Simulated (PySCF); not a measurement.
System: C5H7F3O.

```xyz
16

C     1.5888    0.1111    0.0124
O     0.4154   -0.2361    0.8194
C    -0.9279   -0.0904    0.4012
C    -1.4755   -1.3344   -0.3097
F    -1.1150   -2.4108    0.4134
F    -2.7521   -1.3847   -0.3794
F    -1.0063   -1.3812   -1.5379
C    -1.7274    1.1358    0.1868
C    -1.7669    0.4917    1.4878
H     2.1117    1.0107    0.3126
H     2.2328   -0.7474    0.1403
H     1.3109    0.0603   -0.9847
H    -2.4421    1.2481   -0.6355
H    -1.1388    2.0866    0.2201
H    -1.0855    0.9379    2.2052
H    -2.7626    0.2084    1.9095
```

Geometry: GFN2-xTB, MD frame at 250 fs, 600 K.

The calculation used PBE0/pcSseg-1, SCF density, gas phase, non-relativistic in PySCF 2.14.0.

> What will maps of the electron density and electron localisation function show?

C–O (1.41 Å): ρ is about 2 e/Å³ halfway, with its minimum of 1.8 e/Å³ about 0.5 Å from C; the ELF peaks at about 0.85 between the atoms; a polar covalent bond.
C–C (1.48 Å): ρ is about 1.7 e/Å³ halfway; the ELF peaks at about 0.85 between the atoms: localised, covalent bonding.

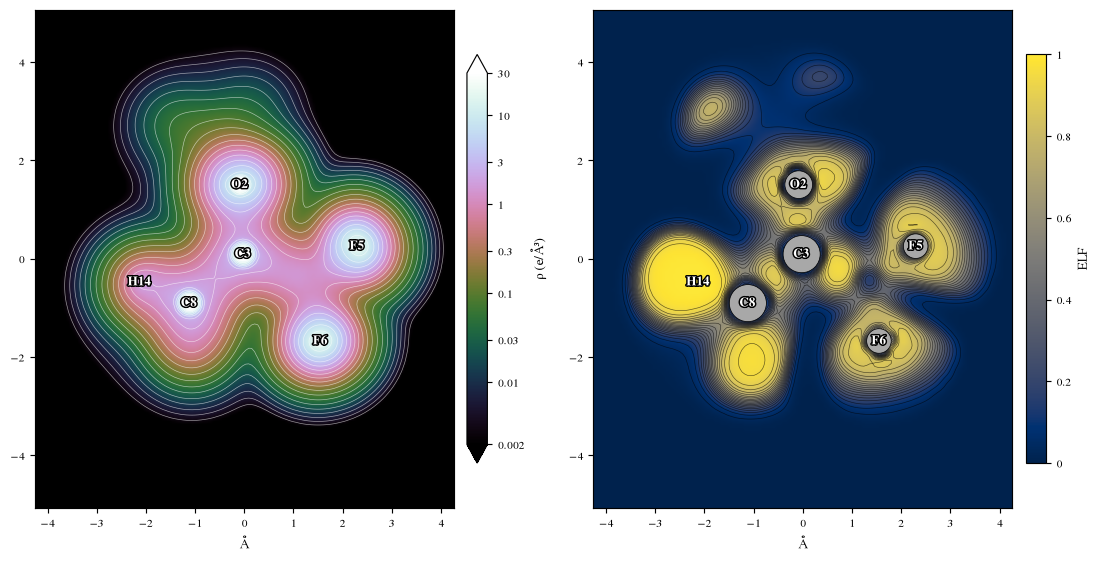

Computed electron density and electron localisation function on the plane of atoms O2, C3 and C8, in this order. Grey discs cover the atomic cores in the ELF map. 
